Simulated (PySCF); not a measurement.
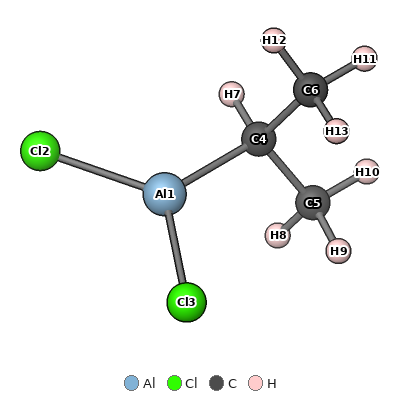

Geometry used (C₃H₇AlCl₂ (AlCl2(iPr)), SMILES C[CH](C)[Al]([Cl])[Cl], singlet).

Kohn-Sham orbital energies near the frontier, ωB97X-D/def2-SVPD with PySCF, at a PBE0-D3(BJ)/def2-SVP geometry (no frequency check), isolated molecule; empty levels in grey, levels within 0.03 eV side by side.

Q: Where do the frontier orbitals lie?

A: HOMO at −9.81 eV, LUMO at 0.70 eV, 10.51 eV apart.

Q: List the levels with the atoms that carry most of them (a dash for levels above zero or within 0.03 eV of another, where shares mean little).

A:
| orbital | energy (eV) | Löwdin shares |
| --- | --- | --- |
| LUMO+1 | 0.79 | – |
| LUMO | 0.70 | – |
| HOMO | −9.81 | C4 35 %, Al1 15 %, C6 9 % |
| HOMO−1 | −11.03 | Cl3 51 %, Cl2 44 % |
| HOMO−2 | −11.31 | Cl3 52 %, Cl2 40 %, Al1 7 % |

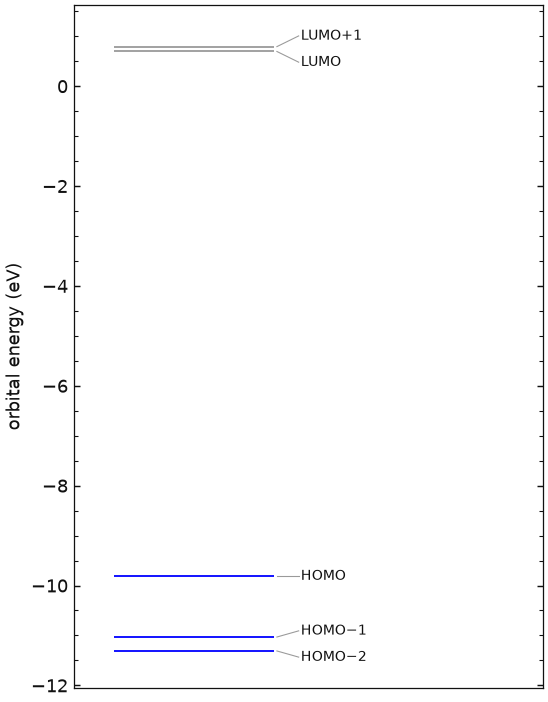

Note: one conformer of a flexible molecule; empty levels above zero depend strongly on the basis.
